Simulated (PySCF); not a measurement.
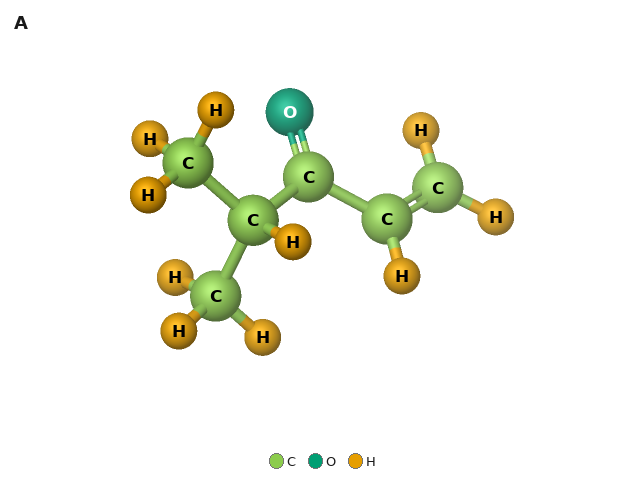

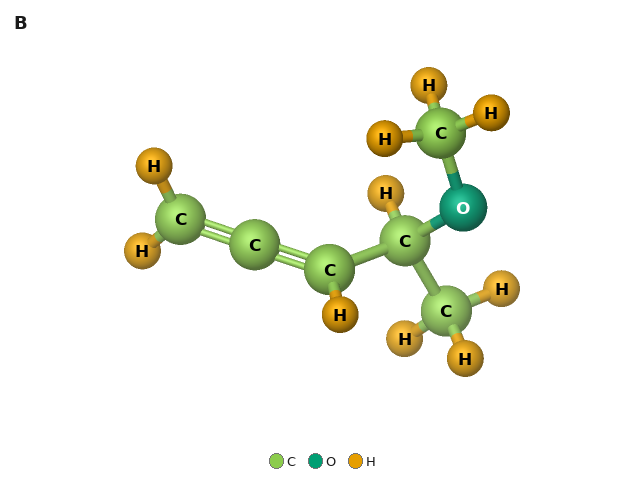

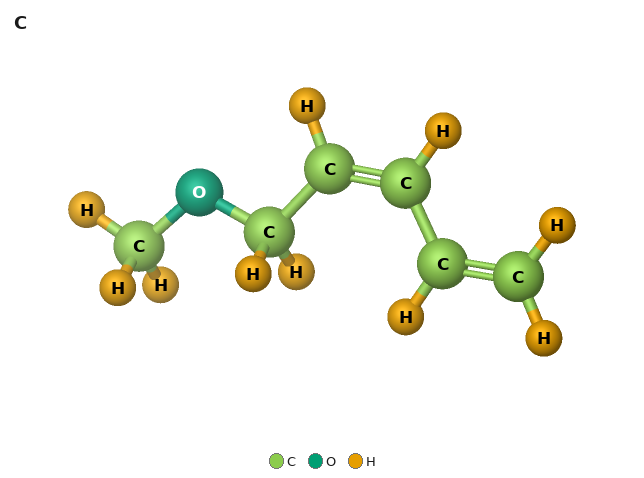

3 stationary structures of one formula. Geometries: PBE0-D3(BJ)/def2-SVP. Electronic energies: PBE0-D3(BJ)/def2-SVP (PySCF 2.14.0), without zero-point energy. No frequency run is at hand to confirm each as a minimum. Each is one conformer, not always the lowest.

### Are they conformers, stereoisomers or constitutional isomers?

They are constitutional isomers of C6H10O: A `C=CC(=O)C(C)C`, B `C=C=C[C@H](C)OC`, C `C=C/C=C\COC`.

### Rank them by energy, lowest first.

A is lowest; C lies 29.6 kcal/mol above it, B lies 37.7 kcal/mol above it.
